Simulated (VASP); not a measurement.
Band structure of HgS (cinnabar). Method: PBE GGA, VASP's PBE PAW potentials (set 64) (plane waves; VASP 6.6.1).

Without a dispersion term in the relaxation, distances and binding between the weakly bound layers, chains or molecules are unreliable, and so is what depends on them. Unless said otherwise, spin-orbit coupling is left out, though it shifts the bands of the heavy elements here.

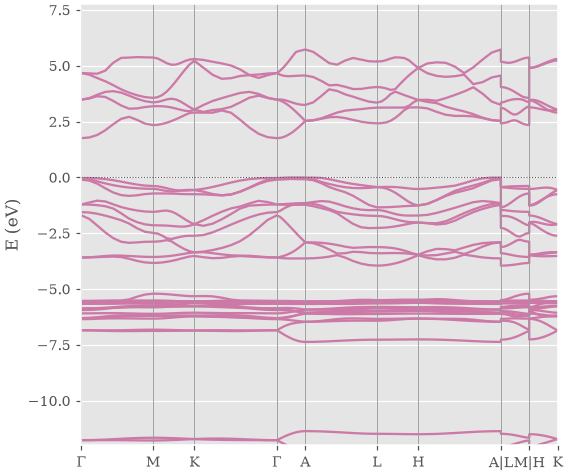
Bands along high-symmetry lines, zero at the valence-band maximum or, without a gap, the Fermi level

Question: Read the plot: is there a gap, and where are the band edges?

Answer: The gap is indirect, 1.76 eV, from the valence maximum at Γ-A at 0.67 to the conduction minimum at Γ. (Edges off the drawn lines would not show.)

The compound is HgS in the cinnabar structure. It was relaxed first, which changed the volume by +19 %.
